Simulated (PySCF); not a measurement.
SMILES F[Si](F)(F)/C=C/[Si](Cl)(Cl)Cl at its PBE0/def2-SVP optimised geometry (Å):

```
12

Si     0.3882    -1.9162     0.0000
F     -0.1062    -2.7358    -1.2830
F     -0.1056    -2.7311     1.2864
F      1.9904    -1.9162     0.0000
C     -0.2340    -0.1857     0.0000
C      0.6074     0.8616     0.0150
Si     0.0555     2.6356     0.0283
Cl     0.7558     3.5611     1.7143
Cl     0.8061     3.6064    -1.6096
Cl    -1.9904     2.7358    -0.0009
H     -1.3175    -0.0063    -0.0094
H      1.6923     0.6861     0.0225
```

Level of theory: PySCF 2.14.0 with PBE0/def2-TZVP. Cells within 0.4 Å of a nucleus heavier than hydrogen are left out (blank, or x).

Map of the electrostatic potential (hartree/e), clipped to [-0.08, 0.12] on the plane z = 0.0 Å:

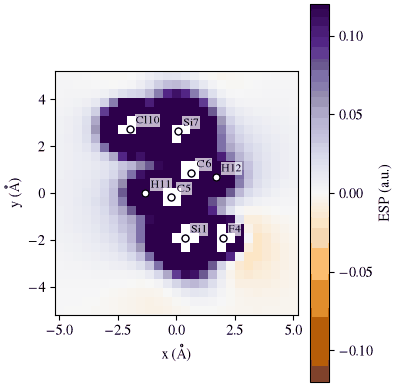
Fig. 1. Electrostatic potential (hartree/e), clipped to [-0.08, 0.12] on the plane z = 0.0 Å.
